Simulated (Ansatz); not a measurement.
**RbSe4F (built on the sites of a database entry of RbClO4): relaxing the cell for a phonon run**

Task: relax RbSe4F (built on the sites of a database entry of RbClO4) tightly.

Method: DFT LDA, scalar-relativistic, plane waves, norm-conserving pseudopotentials, in Ansatz 0.2.0.

The structure was built from a prototype and need not be the compound's stable phase.

**1. Set-up**

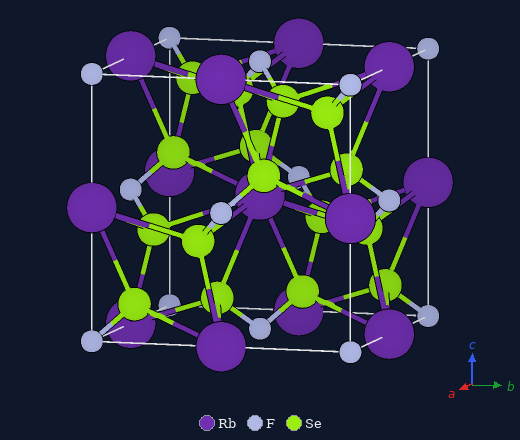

The cell as given, slightly off an axis (rubidium purple, fluorine light blue, selenium green). This picture shows the conventional cell, with its axes. Bonds to atoms that aren't drawn are left out. Some periodic images of atoms are drawn too.

**2. A coarse first look**

A quick single point on a coarse mesh tells whether the cell has a gap and how far it is from rest, which sets the k mesh and smearing that follow.

Contents of input.yaml:

```yaml
crystal:
  lattice:
    - [0.0, 4.16802, 4.16802]
    - [4.16802, 0.0, 4.16802]
    - [4.16802, 4.16802, 0.0]
  atoms:
    - { symbol: Rb, position: [0.5, 0.5, 0.5] }
    - { symbol: F, position: [0.0, 0.0, 0.0] }
    - { symbol: Se, position: [0.127, 0.127, 0.127] }
    - { symbol: Se, position: [0.619, 0.127, 0.127] }
    - { symbol: Se, position: [0.127, 0.127, 0.619] }
    - { symbol: Se, position: [0.127, 0.619, 0.127] }
kpoints:
  mp_grid: { grid: [4, 4, 4] }
hamiltonian:
  xc: lda
  pseudopotentials: { kind: nc }
scf:
  occupations: { method: gaussian, width: 0.1 }
output:
  forces: true
  stress: true
  eigenvalues: true
```

On the command line:

```bash
ansatz run input.yaml --threads 4 --pin off --max-ram 14336MiB --backend cpu --events-out ev --progress --plain --runs-dir out
```

Numbers of over 12 decimals in the logs are rounded to 6 here.

Output:

```text
Engine: ansatz 0.2.0, x86_64-unknown-linux-gnu
Pseudopotentials: kind: nc
Pseudopotential: Rb, nc, valence charge 9, recommended cutoff 571.439111 eV (normal), Rb.nc.azcp (PseudoDojo's, or run here from an input of PseudoDojo's: the run reads no file of this project's for it)
[...]
k-point 0: bands = [... 36 lower, 4.6566, 4.6566, 8.6675, 8.6675, 8.6675, 10.3818, 10.3818, 10.3818, ... 4 higher]
  k-point 1: bands = [... 36 lower, 4.8056, 4.8056, 7.6208, 7.6208, 8.6872, 9.4506, 10.4985, 10.4985, ... 4 higher]
  k-point 2: bands = [... 36 lower, 5.3209, 5.3494, 6.4386, 6.4386, 8.4321, 8.7072, 10.5766, 10.5766, ... 4 higher]
  k-point 7: bands = [... 36 lower, 5.6167, 6.1184, 6.2286, 6.4749, 7.3087, 8.4829, 9.9682, 10.4236, ... 4 higher]
[key lines of the parts left out:]
SCF converged after 9 iterations
Free energy (F): -14590.955471 eV
Fermi energy:    7.684744 eV
P = ⅓ Tr σ = 16.3721 GPa (163.721 kbar)
```

Run time: 4 s. Hardware: 4 threads of Intel Xeon Platinum 8488C (Sapphire Rapids), shared host; peak memory 0.94 GiB; 14 s of CPU time.

Numbers from this step:

```yaml
pressure: 16.37 GPa
volume_per_atom: 24.14 Å³
gap_on_the_k_mesh: 0 eV
```

The coarse mesh shows no gap and a pressure of 16.4 GPa.

**3. Rough relaxation**

A rough relaxation comes first, because large forces or stress need no tight tolerances yet.

input.yaml, as its differences from that of step 2:

```diff
@@ -23 +23,6 @@
   eigenvalues: true
+relax:
+  adjacent_minimum: "off"
+  f_tol: 0.05
+  max_steps: 80
+  cell: { stress_tol: 0.5 }
```

Output:

```text
[...]
Crystal: 6 atoms, lattice volume = 144.817 Å³
Basis set: ecut = 1170.089609 eV, 13323 PW (Γ)
Bands: 48, of which v1, the nominal top of the filled ones, is band 40 counted from 1 (39 counted from 0)
Symmetry: 24 space group operations
[...]
k-points: 8 of 64 (time reversal used)
[...]
- [0, 4.469490, 4.469490]
    - [4.469490, 0, 4.469490]
    - [4.469490, 4.469490, 0]
  atoms:
    - { symbol: Rb, position: [0.5, 0.5, 0.5] }
    - { symbol: F, position: [-1.1532165467901735e-18, -1.5520733975597237e-18, 5.636020717395542e-19] }
    - { symbol: Se, position: [0.143039, 0.143039, 0.143039] }
    - { symbol: Se, position: [0.570884, 0.143039, 0.143039] }
    - { symbol: Se, position: [0.143039, 0.143039, 0.570884] }
    - { symbol: Se, position: [0.143039, 0.570884, 0.143039] }
[key lines of the parts left out:]
SCF converged after 3 iterations
Free energy (F): -14594.934770 eV
Fermi energy:    5.557969 eV
P = ⅓ Tr σ = 0.2570 GPa (2.570 kbar)
```

Run time: 30 s. Hardware: 4 threads; peak memory 1.1 GiB; 1.8 min of CPU time.

Relaxation path:

```
step  energy less that of the first step (eV)  largest force component (eV/Å)  pressure (GPa)  volume (Å³)
   1                                   0.0000                          4.0828           16.37       144.82
   2                                  -2.7706                          0.8350           11.92       145.09
   3                                  -3.7622                          0.6164            2.04       167.56
   4                                  -3.9123                          0.1248            0.50       173.52
   5                                  -3.9205                          0.0077            0.05       175.45
  6*                                  -3.9678                          0.0085            0.91       175.45
   7                                  -3.9791                          0.0073            0.26       178.57
  8*                                  -3.9793                          0.0073            0.26       178.57
```

Relaxation steps marked * repeat the geometry before them on a plane-wave basis chosen anew for their cell, so energy and pressure can jump there.

Forces are held to the 24 operations that the run works with; a distortion that breaks them can't arise in this run.

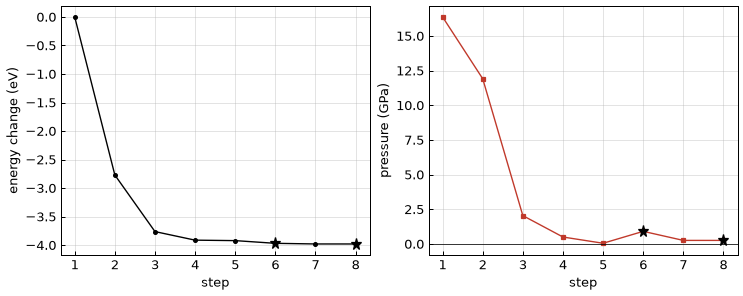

Energy and pressure along the relaxation. Stars mark steps on a basis chosen anew.

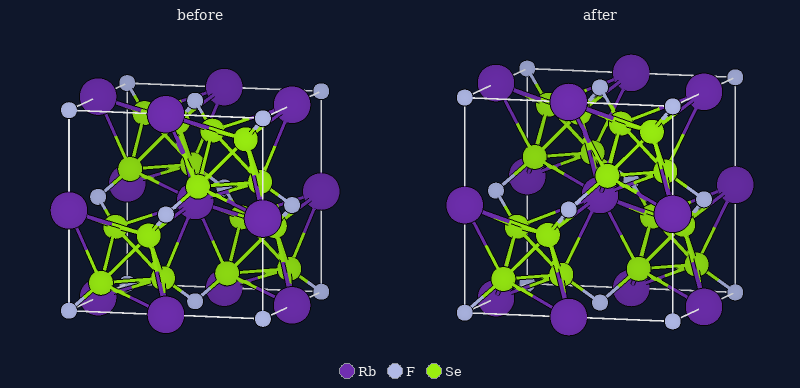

The structure before and after the relaxation, drawn at the same scale. Bonds to atoms that aren't drawn are left out.

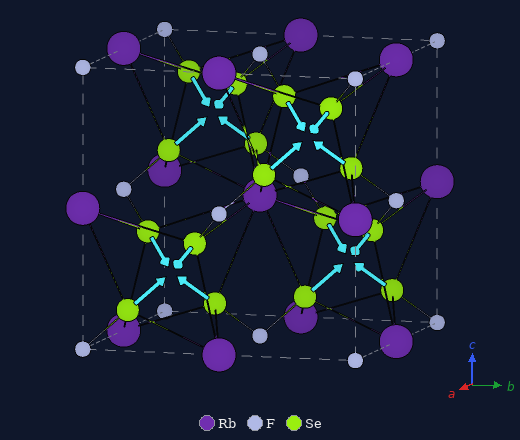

Displacements in the relaxation, exaggerated, measured against the changing cell; the longest in the cell stands for 0.25 Å. Bonds to atoms that aren't drawn are left out. Some periodic images of atoms are drawn too.

```
conventional cell, symmetrised  before  after   change
                         a (Å)   8.336  8.939   +7.2 %
                         b (Å)   8.336  8.939   +7.2 %
                         c (Å)   8.336  8.939   +7.2 %
              volume (Å³/atom)   24.14  29.76  +23.3 %
```

The atoms that moved most (Å, as changes of fractional coordinates times the final cell):

```
atom      dx      dy      dz  length
 Se3   0.143   0.143   0.143   0.248
 Se4   0.143  -0.143  -0.143   0.248
 Se6  -0.143   0.143  -0.143   0.248
 Se5  -0.143  -0.143   0.143   0.248
```

Final coordinates:

```cif
data_structure
_symmetry_space_group_name_H-M 'P 1'
_symmetry_Int_Tables_number 1
_cell_length_a 6.3208
_cell_length_b 6.3208
_cell_length_c 6.3208
_cell_angle_alpha 60.000
_cell_angle_beta 60.000
_cell_angle_gamma 60.000
_cell_volume 178.57
loop_
_atom_site_label
_atom_site_type_symbol
_atom_site_fract_x
_atom_site_fract_y
_atom_site_fract_z
_atom_site_occupancy
Rb1 Rb 0.50000 0.50000 0.50000 1
F2 F 0.00000 0.00000 0.00000 1
Se3 Se 0.14304 0.14304 0.14304 1
Se4 Se 0.57088 0.14304 0.14304 1
Se5 Se 0.14304 0.14304 0.57088 1
Se6 Se 0.14304 0.57088 0.14304 1
```

This step gave:

```
pressure        : 0.2570 GPa
volume per atom : 29.76 Å³
```

In this step the volume went from 24.14 to 29.76 Å³/atom.

**4. Bringing the structure to rest**

The cell and atoms are relaxed, since residual forces and stress would shift the frequencies.

Contents of input.yaml:

```yaml
crystal:
  lattice:
    - [0.0, 4.469489598, 4.469489598]
    - [4.469489598, 0.0, 4.469489598]
    - [4.469489598, 4.469489598, 0.0]
  atoms:
    - { symbol: Rb, position: [0.5, 0.5, 0.5] }
    - { symbol: F, position: [0.0, 0.0, 0.0] }
    - { symbol: Se, position: [0.1430388046, 0.1430388046, 0.1430388046] }
    - { symbol: Se, position: [0.5708835863, 0.1430388046, 0.1430388046] }
    - { symbol: Se, position: [0.1430388046, 0.1430388046, 0.5708835863] }
    - { symbol: Se, position: [0.1430388046, 0.5708835863, 0.1430388046] }
kpoints:
  mp_grid: { grid: [8, 8, 8] }
hamiltonian:
  xc: lda
  pseudopotentials: { kind: nc }
scf:
  occupations: { method: gaussian, width: 0.1 }
output:
  forces: true
  stress: true
  eigenvalues: true
relax:
  adjacent_minimum: "off"
  f_tol: 0.005
  max_steps: 80
  cell: { stress_tol: 0.05 }
```

Output:

```text
[...]
Crystal: 6 atoms, lattice volume = 178.568 Å³
Basis set: ecut = 1170.089609 eV, 16361 PW (Γ)
Bands: 48, of which v1, the nominal top of the filled ones, is band 40 counted from 1 (39 counted from 0)
[... 1 set-up line as in the run before ...]
[...]
k-points: 29 of 512 (time reversal used)
[...]
SCF iter   1: F=—  HF=-14613.077049 eV  |F-HF|=—  |Δ(HF+E_count)|=         —  Δρ=2.54e-1  dr2=1.63e2  ethr=3.10e-3  ⟨swp⟩=8.9  Hψ=6330  notcnv=0  defer=2
[...]
SCF iter  10: F=-14594.949043 eV  HF=-14594.949043 eV  |F-HF|=9.05e-9  |Δ(HF+E_count)|=   1.17e-7  Δρ=1.69e-6  dr2=9.87e-9  ethr=1.25e-10  ⟨swp⟩=16.0  Hψ=7424  notcnv=0
SCF 1 converged in 10 iterations: F = -14594.949043 eV  dr2 = 9.87e-9
relax step   1: F+E_penalty+E_count = -14594.94904334 eV  Δ(F+E_penalty+E_count) = +0.000e0 eV  max|allowed force component| = 7.254e-4 eV/Å  Δτ_max = 0.0000 Å  P = +0.223 GPa  Ω = 178.568 Å³  (10 SCF iters, dr2 threshold 1.00e-7 eV, accepted)
Crystal: 6 atoms, lattice volume = 179.473 Å³
[...]
SCF iter   4: F=-14594.949665 eV  HF=-14594.949665 eV  |F-HF|=6.90e-8  |Δ(HF+E_count)|=   2.76e-7  Δρ=8.18e-6  dr2=1.12e-7  ethr=1.56e-10  ⟨swp⟩=9.4  Hψ=6961  notcnv=0
SCF 2 converged in 4 iterations: F = -14594.949665 eV  dr2 = 1.12e-7
relax step   2: F+E_penalty+E_count = -14594.94966495 eV  Δ(F+E_penalty+E_count) = -6.216e-4 eV  max|allowed force component| = 1.737e-2 eV/Å  Δτ_max = 0.0003 Å  P = +0.024 GPa  Ω = 179.473 Å³  energy of the carried Pulay correction = -5.744e-5 eV  (4 SCF iters, dr2 threshold 1.25e-7 eV, accepted)
Crystal: 6 atoms, lattice volume = 179.771 Å³
[...]
SCF iter   5: F=-14594.949758 eV  HF=-14594.949758 eV  |F-HF|=2.31e-10  |Δ(HF+E_count)|=   8.61e-9  Δρ=7.93e-7  dr2=8.53e-10  ethr=2.36e-11  ⟨swp⟩=7.0  Hψ=5564  notcnv=0
SCF 3 converged in 5 iterations: F = -14594.949758 eV  dr2 = 8.53e-10
relax step   3: F+E_penalty+E_count = -14594.94975770 eV  Δ(F+E_penalty+E_count) = -9.275e-5 eV  max|allowed force component| = 5.867e-3 eV/Å  Δτ_max = 0.0023 Å  P = -0.001 GPa  Ω = 179.771 Å³  energy of the carried Pulay correction = -7.631e-5 eV  (5 SCF iters, dr2 threshold 1.89e-8 eV, accepted)
[...]
relax step   4: F+E_penalty+E_count = -14594.94977215 eV  Δ(F+E_penalty+E_count) = -1.445e-5 eV  max|allowed force component| = 1.647e-5 eV/Å  Δτ_max = 0.0005 Å  P = -0.000 GPa  Ω = 179.722 Å³  energy of the carried Pulay correction = -7.322e-5 eV  (4 SCF iters, dr2 threshold 2.15e-9 eV, accepted)
[...]
SCF iter   5: F=-14594.949844 eV  HF=-14594.949844 eV  |F-HF|=2.18e-11  |Δ(HF+E_count)|=  1.58e-10  Δρ=7.87e-8  dr2=8.27e-12  ethr=1.00e-12  ⟨swp⟩=6.9  Hψ=7126  notcnv=0
SCF 5 converged in 5 iterations: F = -14594.949844 eV  dr2 = 8.27e-12
relax step   5: F+E_penalty+E_count = -14594.94984367 eV  Δ(F+E_penalty+E_count) = -7.152e-5 eV  max|allowed force component| = 6.510e-6 eV/Å  Δτ_max = 0.0000 Å  P = +0.001 GPa  Ω = 179.722 Å³  stress off target by 1.28e-3 GPa  SCF on the basis re-selected at this cell (its energy is not comparable with the rows above)  (5 SCF iters)
[...]
SCF converged after 5 iterations
Free energy (F): -14594.949844 eV
[...]
Internal energy: -14594.922422 eV  (E = F + TS)
E sigma→0 (E₀):  -14594.936133 eV
Entropy (-TS):   -0.027421 eV (-4.570 meV/atom)
Fermi energy:    5.449988 eV
[...]
--- Stress (GPa, compression-positive) ---
        0.001281       0.000000       0.000000
        0.000000       0.001281       0.000000
        0.000000      -0.000000       0.001281
  P = ⅓ Tr σ = 0.0013 GPa (0.013 kbar)
--- Band table (eV; the first three rows and the last of 29) ---
  k-point 0: bands = [... 36 lower, 2.3816, 2.3816, 6.0454, 6.0454, 6.0454, 7.1400, 7.1400, 7.1400, ... 4 higher]
  k-point 1: bands = [... 36 lower, 2.3796, 2.3796, 5.8649, 5.8649, 6.0488, 6.8696, 7.1594, 7.1594, ... 4 higher]
  k-point 2: bands = [... 36 lower, 2.3922, 2.3922, 5.4629, 5.4629, 6.0572, 6.3470, 7.1934, 7.1934, ... 4 higher]
  k-point 28: bands = [... 36 lower, 2.5868, 2.7750, 4.8453, 4.8927, 5.3263, 5.8457, 6.6588, 7.1080, ... 4 higher]
--- Relaxed structure (4 steps of the walk, 4 accepted, 1 SCFs on fresh bases) ---
[...]
cell:  # Å, volume = 179.7220 Å³
    - [0, 4.479097, 4.479097]
    - [4.479097, 0, 4.479097]
    - [4.479097, 4.479097, 0]
  atoms:
    - { symbol: Rb, position: [0.5, 0.5, 0.5] }
    - { symbol: F, position: [0, 0, 0] }
    - { symbol: Se, position: [0.143133, 0.143133, 0.143133] }
    - { symbol: Se, position: [0.570600, 0.143133, 0.143133] }
    - { symbol: Se, position: [0.143133, 0.143133, 0.570600] }
    - { symbol: Se, position: [0.143133, 0.570600, 0.143133] }
```

Run time: 75 s. Hardware: 4 threads; peak memory 1.5 GiB; 4.9 min of CPU time.

Step by step:

```
step  energy less that of the first step (eV)  largest force component (eV/Å)  pressure (GPa)  volume (Å³)
   1                                   0.0000                          0.0007            0.22       178.57
   2                                  -0.0006                          0.0174            0.02       179.47
   3                                  -0.0007                          0.0059            0.00       179.77
   4                                  -0.0007                          0.0000            0.00       179.72
  5*                                  -0.0008                          0.0000            0.00       179.72
```

Relaxation steps marked * repeat the geometry before them on a plane-wave basis chosen anew for their cell, so energy and pressure can jump there.

Forces are held to the 24 operations that the run works with; a distortion that breaks them can't arise in this run.

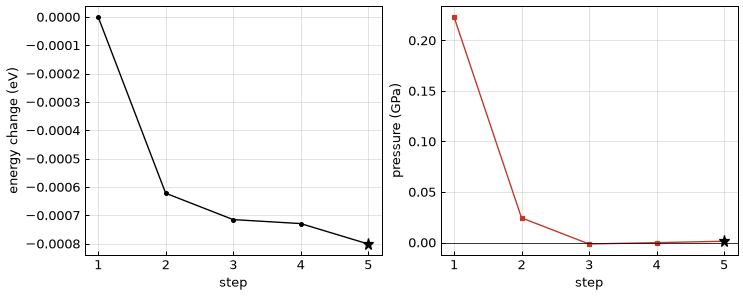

Energy and pressure along the relaxation. Stars mark steps on a basis chosen anew.

```
conventional cell, symmetrised  before  after  change
                         a (Å)   8.939  8.958  +0.2 %
                         b (Å)   8.939  8.958  +0.2 %
                         c (Å)   8.939  8.958  +0.2 %
              volume (Å³/atom)   29.76  29.95  +0.6 %
```

Numbers from this step:

| Property | Result |
| --- | --- |
| pressure | 0.001281 GPa |
| volume per atom | 29.95 Å³ |

In this step the volume went from 29.76 to 29.95 Å³/atom.

**5. Relaxing to small forces for the phonons**

Phonons need a cell at rest on their own settings, so the relaxation is repeated with tight tolerances on forces and stress, using the mesh and the filling of the phonon run that follows.

Contents of input.yaml:

```yaml
crystal:
  lattice:
    - [0.0, 4.4790966937, 4.4790966937]
    - [4.4790966937, 0.0, 4.4790966937]
    - [4.4790966937, 4.4790966937, 0.0]
  atoms:
    - { symbol: Rb, position: [0.5, 0.5, 0.5] }
    - { symbol: F, position: [0.0, 0.0, 0.0] }
    - { symbol: Se, position: [0.1431334638, 0.1431334638, 0.1431334638] }
    - { symbol: Se, position: [0.5705996085, 0.1431334638, 0.1431334638] }
    - { symbol: Se, position: [0.1431334638, 0.1431334638, 0.5705996085] }
    - { symbol: Se, position: [0.1431334638, 0.5705996085, 0.1431334638] }
kpoints:
  mp_grid: { grid: [8, 8, 8] }
hamiltonian:
  xc: lda
  pseudopotentials: { kind: nc }
scf:
  occupations: { method: methfessel_paxton, width: 0.2 }
output:
  forces: true
  stress: true
  eigenvalues: true
relax:
  adjacent_minimum: "off"
  f_tol: 0.001
  max_steps: 60
  cell: { stress_tol: 0.01 }
```

Output:

```text
[...]
Crystal: 6 atoms, lattice volume = 179.722 Å³
Basis set: ecut = 1170.089609 eV, 16361 PW (Γ)
Bands: 48, of which v1, the nominal top of the filled ones, is band 40 counted from 1 (39 counted from 0)
[... 1 set-up line as in the run before ...]
[...]
k-points: 29 of 512 (time reversal used)
[...]
cell:  # Å, volume = 179.5688 Å³
    - [0, 4.477824, 4.477824]
    - [4.477824, 0, 4.477824]
    - [4.477824, 4.477824, 0]
  atoms:
    - { symbol: Rb, position: [0.5, 0.5, 0.5] }
[...]
- { symbol: Se, position: [0.143105, 0.143105, 0.143105] }
    - { symbol: Se, position: [0.570686, 0.143105, 0.143105] }
    - { symbol: Se, position: [0.143105, 0.143105, 0.570686] }
    - { symbol: Se, position: [0.143105, 0.570686, 0.143105] }
[key lines of the parts left out:]
SCF converged after 9 iterations
Free energy (F): -14594.938019 eV
Fermi energy:    5.463187 eV
P = ⅓ Tr σ = 0.0001 GPa (0.001 kbar)
```

Wall time 65 s (4 threads); peak memory 1.5 GiB.

Little changed from the start: no atom moved by 0.005 Å and no cell edge by 0.1 %.

This step gave:

- pressure: 6.78e-5 GPa
- volume per atom: 29.93 Å³

The largest force component left is 0.065 meV/Å and the pressure is 0.000 GPa, within the tolerances set. The cell now holds 29.93 Å³/atom.

**6. Results**

- space group after relaxation (within 0.01 Å): F-43m
- lattice constant a: 8.956 Å
- lattice constant b: 8.956 Å
- lattice constant c: 8.956 Å
- volume per atom: 29.9 Å³

The largest force component left is 0.065 meV/Å and the pressure is 0.000 GPa, within the tolerances set. The cell now holds 29.93 Å³/atom. The relaxation keeps the symmetry of its start, so it says nothing on stability against lower symmetry. The starting cell was built on a prototype and not taken from a measurement, so the phase need not exist.

[Logs are printed without paths, hosts, clocks, repeated set-up lines and the standing remarks that a program may print on its own settings, such as how far it seeks lower states.]

[Hosts, paths, dates, database ids (printed as entryN), source tags and the programs' standing remarks are cut or masked in the printed files.]
